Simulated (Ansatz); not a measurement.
The calculation's input:

```
crystal:
  periodic: [false, false, false]
  atoms:
    - {symbol: B, position_ang: [2.151152, -0.040926, 0.216233]}
    - {symbol: B, position_ang: [1.633091, -1.497506, 0.727762]}
    - {symbol: Si, position_ang: [1.518032, 1.581980, 1.224584]}
    - {symbol: Si, position_ang: [-0.276007, 2.383884, -0.075154]}
    - {symbol: H, position_ang: [2.836324, 0.179954, -0.756829]}
    - {symbol: H, position_ang: [2.289380, -2.151775, 1.511036]}
    - {symbol: H, position_ang: [0.551488, -1.951648, 0.420120]}
    - {symbol: H, position_ang: [0.997666, 1.309125, 2.602031]}
    - {symbol: H, position_ang: [2.553286, 2.661107, 1.310655]}
    - {symbol: H, position_ang: [-0.859074, 3.613482, 0.544831]}
    - {symbol: H, position_ang: [0.196324, 2.713511, -1.454864]}
    - {symbol: H, position_ang: [-1.341258, 1.338718, -0.170225]}
basis:
  gaussian:
    orbitals: def2-TZVPD
hamiltonian:
  xc: pbe0
output: {forces: true, orbitals: {seedname: orbitals}}
```

Command:

```sh
ansatz run input.yaml --threads 2 --pin off --max-ram 4350MiB --events-out events.jsonl --progress --plain --runs-dir runs
```

Geometry: PBE0-D3(BJ)/def2-SVP.

All numbers below come from Ansatz 0.2.0, isolated molecule in a Gaussian basis; Kohn-Sham density functional theory, functional PBE0.

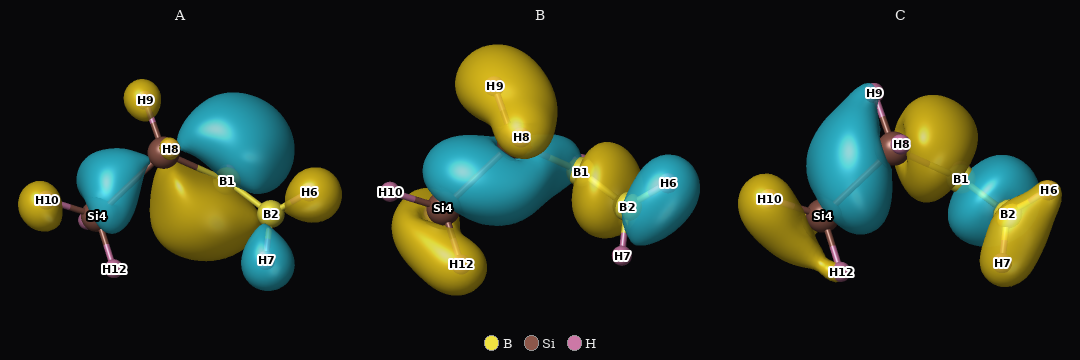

B2H8Si2 (SMILES BB[SiH2][SiH3]). Three frontier orbitals at ±0.08 Å⁻³ᐟ² (yellow and cyan are the two phases), in no order.

### Order the three orbitals by energy and name them.

B is the HOMO−1 (−8.63 eV). By Hirshfeld shares it lies mainly on Si3 (about 30 %), Si4 (about 20 %), B1 (about 10 %), B2 (about 10 %) and H9 (about 10 %). C is the HOMO (−7.78 eV). Its weight (Hirshfeld) is mainly on Si3 (about 30 %), B1 (about 25 %), Si4 (about 15 %) and B2 (about 15 %). A is the LUMO (−2.27 eV). By Hirshfeld shares it lies mainly on B1 (about 50 %), Si3 (about 15 %), B2 (about 10 %) and Si4 (about 10 %).

### What is the HOMO–LUMO gap?

5.51 eV between the orbital energies.
